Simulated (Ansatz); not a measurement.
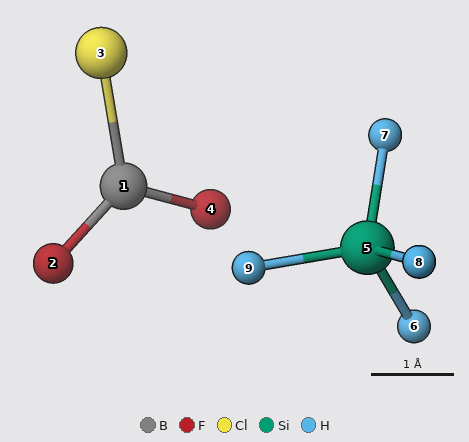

Fig. 1: The structure as given in the input (ball-and-stick view, seen at a tilt; atoms are numbered from 1 in the order of the input). Bond lengths as drawn: B–Cl 1.75 Å, B–F 1.31 to 1.32 Å and H–Si 1.48 to 1.49 Å.

## Run report: BSiH₄ClF₂, nudged elastic band

The run: nudged elastic band of BSiH₄ClF₂. Method and program: RKS B3LYP-D4/6-31G* (Ansatz 0.2.0).

It belongs to a series of runs on one base structure; here: band between the two ends. Figures and captions count atoms from 1; the log counts them from 0 in places.

## The input
```yaml
crystal:
  periodic: [false, false, false]
  atoms:
    - { symbol: B, position_ang: [0.073574, 0.668262, -0.239334] }
    - { symbol: F, position_ang: [-0.561216, 1.385029, 0.661527] }
    - { symbol: Cl, position_ang: [1.764314, 0.977039, -0.592503] }
    - { symbol: F, position_ang: [-0.576306, -0.277981, -0.88741] }
    - { symbol: Si, position_ang: [0.44049, -2.700311, 1.219239] }
    - { symbol: H, position_ang: [-0.910684, -3.172317, 0.824029] }
    - { symbol: H, position_ang: [1.342442, -2.707791, 0.040597] }
    - { symbol: H, position_ang: [0.993407, -3.57999, 2.281108] }
    - { symbol: H, position_ang: [0.338579, -1.31364, 1.750148] }
basis:
  gaussian: { orbitals: "6-31G*" }
hamiltonian:
  xc: b3lyp
  dispersion: d4
neb:
  order_check: false
  images: 7
  f_tol: 0.05
  max_iterations: 50
  final_atoms:
    - { symbol: B, position_ang: [0.05526758, -0.66088641, -0.27595063] }
    - { symbol: F, position_ang: [0.68053476, 0.40244662, 1.98747957] }
    - { symbol: Cl, position_ang: [1.0617724, 0.07963927, -1.52745559] }
    - { symbol: F, position_ang: [-1.07253448, -0.01352832, 0.03320036] }
    - { symbol: Si, position_ang: [0.51780642, -2.4389197, 0.57879309] }
    - { symbol: H, position_ang: [0.3051739, -3.53468113, -0.40846034] }
    - { symbol: H, position_ang: [1.94219422, -2.45047968, 0.9962828] }
    - { symbol: H, position_ang: [-0.34945203, -2.69559273, 1.75989279] }
    - { symbol: H, position_ang: [-0.23616277, 0.59030208, 1.91361896] }
  initial_path:
    images:
      - { positions_ang: [[0.073574, 0.668262, -0.239334], [-0.561216, 1.385029, 0.661527], [1.764314, 0.977039, -0.592503], [-0.576306, -0.277981, -0.88741], [0.44049, -2.700311, 1.219239], [-0.910684, -3.172317, 0.824029], [1.342442, -2.707791, 0.040597], [0.993407, -3.57999, 2.281108], [0.338579, -1.31364, 1.750148]] }
      - { positions_ang: [[0.06276573, 0.50072053, -0.18456893], [-0.41759173, 1.04433177, 0.9085114], [1.73578954, 0.7207148, -0.67767695], [-0.70865828, -0.20550886, -0.83860351], [0.44369784, -2.54592363, 1.09536619], [-0.80159843, -3.13462743, 0.64288326], [1.46270732, -2.64423007, 0.12586071], [0.81652227, -3.21636189, 2.25420147], [0.31096574, -1.24081521, 1.73142735]] }
      - { positions_ang: [[0.05195746, 0.33317905, -0.12980385], [-0.27396746, 0.70363454, 1.1554958], [1.70726507, 0.46439059, -0.7628509], [-0.84101057, -0.13303671, -0.78979701], [0.44690569, -2.39153627, 0.97149338], [-0.69251286, -3.09693786, 0.46173752], [1.58297264, -2.58066915, 0.21112442], [0.63963754, -2.85273378, 2.22729494], [0.28335248, -1.16799041, 1.71270669]] }
      - { positions_ang: [[0.0411492, 0.16563758, -0.07503878], [-0.13034319, 0.3629373, 1.40248021], [1.67874061, 0.20806639, -0.84802485], [-0.97336285, -0.06056457, -0.74099052], [0.45011353, -2.2371489, 0.84762057], [-0.5834273, -3.05924829, 0.28059178], [1.70323796, -2.51710822, 0.29638813], [0.46275282, -2.48910567, 2.20038841], [0.25573922, -1.09516562, 1.69398604]] }
      - { positions_ang: [[0.03034093, -0.0019039, -0.0202737], [0.01328109, 0.02224007, 1.64946461], [1.65021614, -0.04825781, -0.9331988], [-1.10571513, 0.01190758, -0.69218402], [0.45332137, -2.08276154, 0.72374776], [-0.47434173, -3.02155872, 0.09944605], [1.82350328, -2.45354729, 0.38165184], [0.28586809, -2.12547757, 2.17348189], [0.22812596, -1.02234083, 1.67526539]] }
      - { positions_ang: [[0.03657259, -0.16664953, -0.08419293], [0.1800945, 0.11729171, 1.73396835], [1.50310521, -0.01628354, -1.081763], [-1.09741997, 0.00554861, -0.51083793], [0.46944263, -2.17180108, 0.68750909], [-0.27946282, -3.14983932, -0.02753055], [1.85317602, -2.45278039, 0.53530958], [0.12703806, -2.26800636, 2.07008461], [0.11205378, -0.6191801, 1.73485378]] }
      - { positions_ang: [[0.04280426, -0.33139516, -0.14811217], [0.34690792, 0.21234335, 1.81847209], [1.35599427, 0.01569073, -1.2303272], [-1.08912481, -0.00081037, -0.32949183], [0.48556389, -2.26084062, 0.65127043], [-0.08458391, -3.27811993, -0.15450715], [1.88284875, -2.45201349, 0.68896732], [-0.03179197, -2.41053515, 1.96668734], [-0.0040184, -0.21601937, 1.79444217]] }
      - { positions_ang: [[0.04903592, -0.49614078, -0.2120314], [0.51372134, 0.30739498, 1.90297583], [1.20888334, 0.047665, -1.3788914], [-1.08082965, -0.00716934, -0.14814574], [0.50168516, -2.34988016, 0.61503176], [0.11029499, -3.40640053, -0.28148374], [1.91252149, -2.45124658, 0.84262506], [-0.190622, -2.55306394, 1.86329006], [-0.12009059, 0.18714136, 1.85403056]] }
      - { positions_ang: [[0.05526758, -0.66088641, -0.27595063], [0.68053476, 0.40244662, 1.98747957], [1.0617724, 0.07963927, -1.52745559], [-1.07253448, -0.01352832, 0.03320036], [0.51780642, -2.4389197, 0.57879309], [0.3051739, -3.53468113, -0.40846034], [1.94219422, -2.45047968, 0.9962828], [-0.34945203, -2.69559273, 1.75989279], [-0.23616277, 0.59030208, 1.91361896]] }
```

Hardware: 2 threads of Intel Xeon @ 2.50GHz (Skylake/Cascade Lake), 32 GiB of memory available, shared host.

Run as:
```bash
ansatz run input.yaml --threads 2 --pin off --max-ram 3072MiB --backend cpu --events-out ev --progress --plain --runs-dir out
```

## Output
```
Engine: ansatz 0.2.0, x86_64-unknown-linux-gnu
Functional definition: B3LYP
  parameter a0 = 0.2
  parameter ax = 0.72
  parameter ac = 0.81
  exchange = (1 - a0 - ax)*slater_x + ax*b88_x + a0*exact_x
  correlation = (1 - ac)*vwn_rpa_c + ac*lyp_c
929 factors; integrals over basis functions are off by at most 7.5e-4 eV
mean field evaluation 1: about -26577.4209 eV, gradient 3.5e1 eV
mean field evaluation 2: about -26575.5874 eV, gradient 5.2e1 eV
mean field evaluation 4: about -26579.3591 eV, gradient 9.3e-1 eV
mean field evaluation 8: about -26579.3793 eV, gradient 1.8e-2 eV
mean field -26579.37926576 eV, -976.7741718662 hartree, gradient 2.0e-5 eV, S^2 0.000000; 0 other end points of the search recorded, 0 dependent functions left out
the calculation of the forces begins
reference -26579.37951206 eV, -976.7741809178 hartree; 29, 29 occupied and 62, 62 virtual orbitals, 929 factors
929 factors; integrals over basis functions are off by at most 7.3e-4 eV
mean field evaluation 16: about -26573.8295 eV, gradient 5.1e1 eV
mean field -26577.43411125 eV, -976.7026887566 hartree, gradient 3.7e-5 eV, S^2 0.000000; 0 other end points of the search recorded, 0 dependent functions left out
[... from here on the field's lines of each further geometry are left out, up to the last ...]
NEB iter   1: max|band force component| = 8.641e1 eV/Å  barrier→ = 15.8997 eV  barrier← = 13.9940 eV  Δτ_max = 0.2000 Å  (227 SCF iters)
NEB iter   2: max|band force component| = 2.353e1 eV/Å  barrier→ = 5.1065 eV  barrier← = 3.2008 eV  Δτ_max = 0.2000 Å  (222 SCF iters)
NEB iter   3: max|band force component| = 1.458e1 eV/Å  barrier→ = 3.4167 eV  barrier← = 1.5110 eV  Δτ_max = 0.2000 Å  (215 SCF iters)
NEB iter   4: max|band force component| = 5.942e0 eV/Å  barrier→ = 3.0767 eV  barrier← = 1.1709 eV  Δτ_max = 0.1988 Å  (202 SCF iters)
NEB iter   5: max|band force component| = 2.358e0 eV/Å  barrier→ = 3.0635 eV  barrier← = 1.1578 eV  Δτ_max = 0.1656 Å  (198 SCF iters)
NEB iter   6: max|band force component| = 9.001e-1 eV/Å  barrier→ = 3.0459 eV  barrier← = 1.1402 eV  Δτ_max = 0.1529 Å  (193 SCF iters)
NEB iter   7: max|band force component| = 7.027e-1 eV/Å  barrier→ = 3.0072 eV  barrier← = 1.1015 eV  Δτ_max = 0.1264 Å  (191 SCF iters)
NEB iter   8: max|band force component| = 8.161e-1 eV/Å  barrier→ = 2.9260 eV  barrier← = 1.0203 eV  Δτ_max = 0.0634 Å  (190 SCF iters)
NEB iter   9: max|band force component| = 5.742e-1 eV/Å  barrier→ = 2.8799 eV  barrier← = 0.9742 eV  Δτ_max = 0.0635 Å  (187 SCF iters)
NEB iter  10: max|band force component| = 1.029e0 eV/Å  barrier→ = 2.9184 eV  barrier← = 1.0127 eV  Δτ_max = 0.0318 Å  (186 SCF iters)
NEB iter  11: max|band force component| = 4.235e-1 eV/Å  barrier→ = 2.9458 eV  barrier← = 1.0401 eV  CI = image 4  Δτ_max = 0.0317 Å  (187 SCF iters)
NEB iter  12: max|band force component| = 5.163e-1 eV/Å  barrier→ = 2.9490 eV  barrier← = 1.0433 eV  CI = image 4  Δτ_max = 0.0159 Å  (182 SCF iters)
NEB iter  13: max|band force component| = 3.322e-1 eV/Å  barrier→ = 2.9453 eV  barrier← = 1.0396 eV  CI = image 4  Δτ_max = 0.0318 Å  (171 SCF iters)
NEB iter  14: max|band force component| = 7.022e-1 eV/Å  barrier→ = 2.9374 eV  barrier← = 1.0317 eV  CI = image 4  Δτ_max = 0.0159 Å  (170 SCF iters)
NEB iter  15: max|band force component| = 3.341e-1 eV/Å  barrier→ = 2.9349 eV  barrier← = 1.0291 eV  CI = image 4  Δτ_max = 0.0159 Å  (164 SCF iters)
NEB iter  16: max|band force component| = 1.741e-1 eV/Å  barrier→ = 2.9334 eV  barrier← = 1.0277 eV  CI = image 4  Δτ_max = 0.0317 Å  (166 SCF iters)
NEB iter  17: max|band force component| = 2.765e-1 eV/Å  barrier→ = 2.9331 eV  barrier← = 1.0274 eV  CI = image 4  Δτ_max = 0.0159 Å  (170 SCF iters)
NEB iter  18: max|band force component| = 1.580e-1 eV/Å  barrier→ = 2.9340 eV  barrier← = 1.0283 eV  CI = image 4  Δτ_max = 0.0159 Å  (167 SCF iters)
NEB iter  19: max|band force component| = 1.783e-1 eV/Å  barrier→ = 2.9337 eV  barrier← = 1.0280 eV  CI = image 4  Δτ_max = 0.0080 Å  (161 SCF iters)
NEB iter  20: max|band force component| = 9.902e-2 eV/Å  barrier→ = 2.9334 eV  barrier← = 1.0277 eV  CI = image 4  Δτ_max = 0.0079 Å  (162 SCF iters)
the calculation of the forces begins
reference -26577.39623503 eV, -976.7012968311 hartree; 29, 29 occupied and 62, 62 virtual orbitals, 930 factors
929 factors; integrals over basis functions are off by at most 7.2e-4 eV
mean field evaluation 1120: about -26576.3893 eV, gradient 2.0e-4 eV
mean field -26576.38934488 eV, -976.6642943008 hartree, gradient 2.5e-5 eV, S^2 0.000000; 1 other end points of the search recorded, 0 dependent functions left out
the calculation of the forces begins
reference -26576.38957243 eV, -976.6643026630 hartree; 29, 29 occupied and 62, 62 virtual orbitals, 929 factors
NEB iter  21: max|band force component| = 3.328e-2 eV/Å  barrier→ = 2.9332 eV  barrier← = 1.0275 eV  CI = image 4  Δτ_max = 0.0000 Å  (343 SCF iters)
```

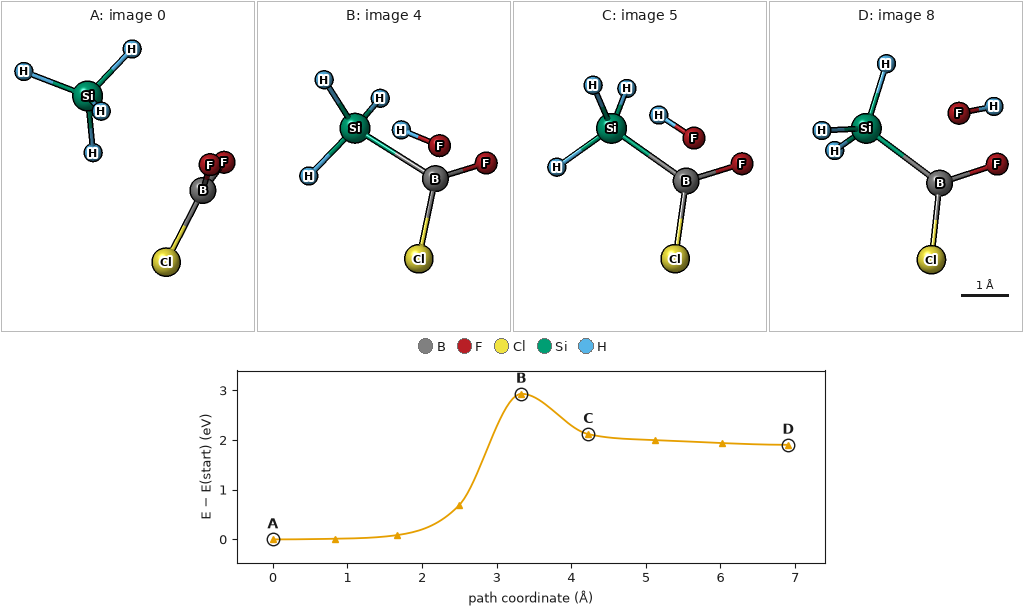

Fig. 2: Images of the last band (counted from 0; ball-and-stick, seen at a tilt) above the energy along the path; the line is a cubic interpolation that uses the forces. The highest image is number 4, 2.933 eV above the start and 1.028 eV above the end (the climbing image); the end lies 1.906 eV above the start. The path is 6.91 Å long. The band converged in 21 iterations.

```
Total energy: -26576.70659268 eV, -976.6759529422 hartree
Atom 0 at     0.147750    -0.242813     0.027499 Å, force    -0.006056     0.015695    -0.000347 eV/Å
Atom 1 at    -0.058830     0.533957     1.455933 Å, force     0.007168    -0.008928    -0.004962 eV/Å
Atom 2 at     1.615939     0.401490    -0.772349 Å, force    -0.006318    -0.005529     0.003554 eV/Å
Atom 3 at    -1.012627    -0.178584    -0.627864 Å, force     0.001855    -0.002433     0.007123 eV/Å
Atom 4 at     0.469434    -2.305007     0.784062 Å, force     0.003356    -0.010887     0.008338 eV/Å
Atom 5 at    -0.628690    -3.074164     0.152598 Å, force     0.002154    -0.000261    -0.005656 eV/Å
Atom 6 at     1.799001    -2.713362     0.279274 Å, force     0.001788     0.000792     0.002422 eV/Å
Atom 7 at     0.428189    -2.566756     2.256394 Å, force    -0.004312    -0.001562    -0.002925 eV/Å
Atom 8 at     0.144434    -0.576462     1.501854 Å, force     0.000365     0.013113    -0.007549 eV/Å
Dipole moment:    -0.025033    -0.376209     0.320452 e Å
this run last wrote the band of iteration 21 to [file]
```

## The last band as extended XYZ (Å, eV, eV/Å)
```
9
Properties=species:S:1:pos:R:3:forces:R:3 image=0 energy=-26579.63960
B     0.0736    0.6683   -0.2393   -0.0047   0.0155   0.0158
F    -0.5612    1.3850    0.6615    0.0015  -0.0045  -0.0053
Cl    1.7643    0.9770   -0.5925    0.0069   0.0007  -0.0030
F    -0.5763   -0.2780   -0.8874   -0.0048  -0.0114  -0.0081
Si    0.4405   -2.7003    1.2192   -0.0056  -0.0033  -0.0028
H    -0.9107   -3.1723    0.8240    0.0102   0.0050   0.0035
H     1.3424   -2.7078    0.0406   -0.0031  -0.0001   0.0046
H     0.9934   -3.5800    2.2811   -0.0032   0.0022  -0.0036
H     0.3386   -1.3136    1.7501    0.0028  -0.0041  -0.0011
9
Properties=species:S:1:pos:R:3:forces:R:3 image=1 energy=-26579.62626
B     0.0215    0.6750   -0.2052    0.0286  -0.0091   0.0018
F    -0.3345    1.3672    0.8542   -0.0159   0.0082  -0.0139
Cl    1.6440    0.8231   -0.8610    0.0002   0.0121   0.0038
F    -0.8502   -0.1262   -0.7827   -0.0071   0.0011  -0.0032
Si    0.4837   -2.6985    1.2074   -0.0017  -0.0038   0.0027
H    -0.7358   -3.1748    0.5090   -0.0062   0.0004   0.0080
H     1.6443   -2.7553    0.2838   -0.0060   0.0026  -0.0072
H     0.7449   -3.5398    2.4028    0.0080  -0.0088  -0.0027
H     0.2868   -1.2924    1.6491    0.0001  -0.0027   0.0107
9
Properties=species:S:1:pos:R:3:forces:R:3 image=2 energy=-26579.55411
B    -0.0150    0.5317   -0.0875    0.0006   0.0825  -0.0494
F    -0.1712    1.1584    1.0595   -0.0283   0.1023  -0.0641
Cl    1.5501    0.5292   -0.8937   -0.0148   0.0556  -0.0258
F    -1.0509   -0.0431   -0.6650    0.0026   0.0440  -0.0109
Si    0.5194   -2.5966    1.1193    0.0090  -0.0427   0.0416
H    -0.5933   -3.0983    0.2749    0.0117  -0.0138   0.0279
H     1.8161   -2.7989    0.4271   -0.0138  -0.0178   0.0175
H     0.5180   -3.2531    2.4463    0.0105  -0.1449   0.0245
H     0.3314   -1.1511    1.3764    0.0226  -0.0654   0.0387
9
Properties=species:S:1:pos:R:3:forces:R:3 image=3 energy=-26578.95237
B     0.0643    0.1854    0.0784   -0.1919   0.9423   0.1327
F    -0.1213    0.8452    1.2324   -0.1310   0.6540  -0.4360
Cl    1.6111    0.3771   -0.7863   -0.0102  -0.0155   0.0156
F    -0.9954   -0.2125   -0.6168    0.0444  -0.0447   0.0427
Si    0.4774   -2.4226    0.9721    0.0189  -0.2612   0.3754
H    -0.6309   -3.0327    0.2013    0.0005   0.0982   0.0495
H     1.7808   -2.6793    0.3189   -0.0365   0.0821   0.0500
H     0.4629   -2.8090    2.3881    0.0672  -0.5725   0.2500
H     0.2556   -0.9734    1.2693    0.2386  -0.8826  -0.4799
9
Properties=species:S:1:pos:R:3:forces:R:3 image=4 energy=-26576.70636
B     0.1477   -0.2428    0.0275   -0.0061   0.0157  -0.0003
F    -0.0588    0.5340    1.4559    0.0072  -0.0089  -0.0050
Cl    1.6159    0.4015   -0.7723   -0.0063  -0.0055   0.0036
F    -1.0126   -0.1786   -0.6279    0.0019  -0.0024   0.0071
Si    0.4694   -2.3050    0.7841    0.0034  -0.0109   0.0083
H    -0.6287   -3.0742    0.1526    0.0022  -0.0003  -0.0057
H     1.7990   -2.7134    0.2793    0.0018   0.0008   0.0024
H     0.4282   -2.5668    2.2564   -0.0043  -0.0016  -0.0029
H     0.1444   -0.5765    1.5019    0.0004   0.0131  -0.0075
9
Properties=species:S:1:pos:R:3:forces:R:3 image=5 energy=-26577.51816
B     0.1873   -0.4742   -0.2561    0.0313  -0.1167  -0.1466
F    -0.1024    0.4816    1.7049   -0.0067  -0.0054   0.1145
Cl    1.5782    0.4846   -0.8149   -0.0028   0.0234  -0.0303
F    -1.0171   -0.1396   -0.6879    0.0053   0.0276  -0.0374
Si    0.4952   -2.3231    0.5730    0.0035  -0.0190  -0.1132
H    -0.5701   -3.2611    0.1394    0.0163  -0.0879   0.0010
H     1.8447   -2.8401    0.2454    0.0101  -0.0783  -0.0068
H     0.4194   -2.2806    2.0791   -0.0235   0.1551  -0.0833
H     0.0695   -0.3693    2.0745   -0.0333   0.1013   0.3022
9
Properties=species:S:1:pos:R:3:forces:R:3 image=6 energy=-26577.63731
B     0.1593   -0.5677   -0.3826   -0.0081  -0.0044  -0.0080
F     0.2310    0.5392    1.8483    0.0282   0.0023   0.0147
Cl    1.4505    0.3766   -1.1444   -0.0026  -0.0085  -0.0237
F    -1.0848   -0.1520   -0.5525   -0.0034   0.0016   0.0132
Si    0.5218   -2.3480    0.5320    0.0017  -0.0011  -0.0085
H    -0.3064   -3.4319   -0.0637    0.0164  -0.0116  -0.0183
H     1.9548   -2.7294    0.4861    0.0066   0.0070   0.0157
H     0.1204   -2.2568    1.9723   -0.0252  -0.0006  -0.0068
H    -0.1419   -0.1517    2.3619   -0.0136   0.0153   0.0217
9
Properties=species:S:1:pos:R:3:forces:R:3 image=7 energy=-26577.69855
B     0.1168   -0.6177   -0.3499   -0.0024  -0.0024   0.0045
F     0.5509    0.4385    1.8920    0.0257  -0.0095   0.0061
Cl    1.2942    0.2241   -1.3710   -0.0107  -0.0094  -0.0146
F    -1.1035   -0.0972   -0.2839   -0.0010   0.0074   0.0218
Si    0.5256   -2.3831    0.5604   -0.0010  -0.0022  -0.0006
H    -0.0161   -3.5141   -0.2453    0.0195  -0.0048  -0.0171
H     1.9851   -2.5765    0.7461    0.0011   0.0101   0.0164
H    -0.1425   -2.4336    1.8928   -0.0200  -0.0153  -0.0076
H    -0.3060    0.2378    2.2163   -0.0112   0.0261  -0.0090
9
Properties=species:S:1:pos:R:3:forces:R:3 image=8 energy=-26577.73388
B     0.0553   -0.6609   -0.2760    0.0063  -0.0014   0.0095
F     0.6805    0.4024    1.9875   -0.0137  -0.0035  -0.0074
Cl    1.0618    0.0796   -1.5275   -0.0068  -0.0035   0.0045
F    -1.0725   -0.0135    0.0332    0.0058   0.0053   0.0016
Si    0.5178   -2.4389    0.5788    0.0001   0.0094  -0.0136
H     0.3052   -3.5347   -0.4085    0.0005  -0.0083   0.0002
H     1.9422   -2.4505    0.9963    0.0027  -0.0007   0.0018
H    -0.3495   -2.6956    1.7599   -0.0012   0.0035   0.0028
H    -0.2362    0.5903    1.9136    0.0062  -0.0008   0.0006
```

## Summary

```csv
quantity,value
outcome,converged
"barrier, forward",2.933 eV
"barrier, backward",1.028 eV
wall time,7.8 min (CPU time 15 min)
peak memory,0.21 GiB
```

## Remarks

The order of the saddle point was not checked.
